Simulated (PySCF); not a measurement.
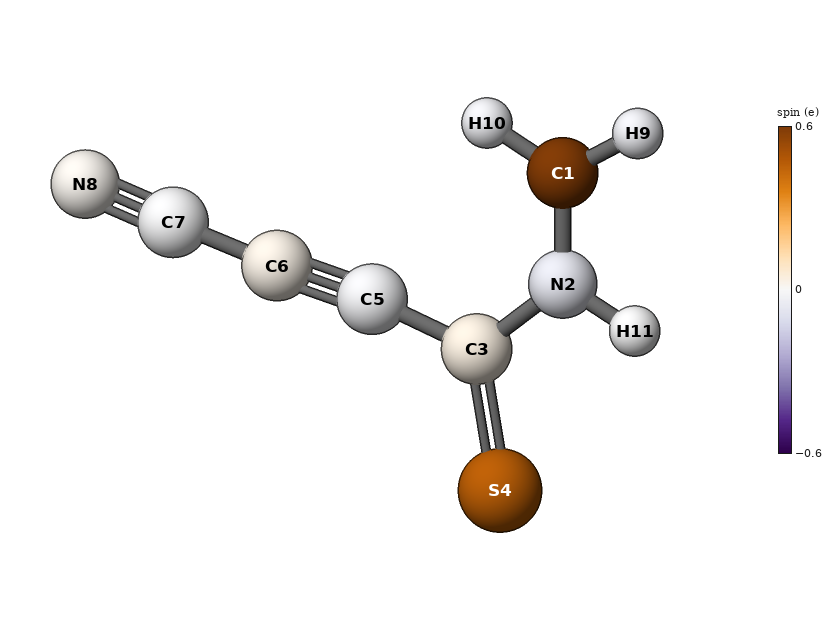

Atoms are coloured by their Mulliken spin populations. Charge 0, doublet. The geometry was computed by an optimisation with GFN2-xTB. No frequency run is at hand to confirm it as a minimum. Level of theory: UKS B3LYP, pcH-1 on C H N S, non-relativistic (PySCF 2.14.0).

### Which atom carries the largest spin population?

C1 (0.59 e).

### Which atom has the lowest spin population?

N2 (−0.06 e); a negative value comes from spin polarisation.

List the Mulliken spin populations.

```json
{"atom": "C1", "value (e)": "0.59"}
{"atom": "N2", "value (e)": "−0.06"}
{"atom": "C3", "value (e)": "0.04"}
{"atom": "S4", "value (e)": "0.46"}
{"atom": "C5", "value (e)": "−0.01"}
{"atom": "C6", "value (e)": "0.03"}
{"atom": "C7", "value (e)": "−0.01"}
{"atom": "N8", "value (e)": "0.02"}
{"atom": "H9", "value (e)": "−0.03"}
{"atom": "H10", "value (e)": "−0.03"}
{"atom": "H11", "value (e)": "0.00"}
```

Mulliken values depend strongly on the basis set.
